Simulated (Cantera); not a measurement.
Feed: 1 mol Pb, 46 mol H₂, at 0.130 bar.

Method: chemical equilibrium by Gibbs-energy minimisation in Cantera with the NASA 1993 tables (ideal gas, pure condensed phases). Candidate condensed phases: Pb; 4 gas species. Rates play no part.

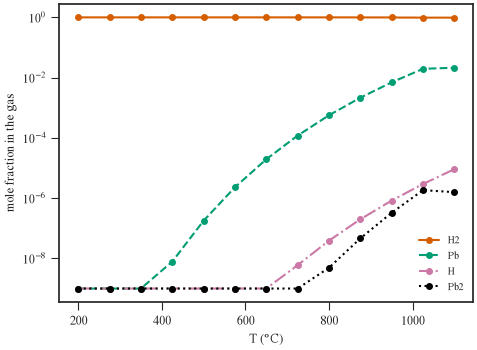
Figure. Equilibrium gas composition (values under 1e-9 drawn at 1e-9)

From 200 °C to 275 °C the condensed part is Pb(s). From 350 °C to 1025 °C the condensed part is Pb(l). At 1100 °C nothing is condensed.
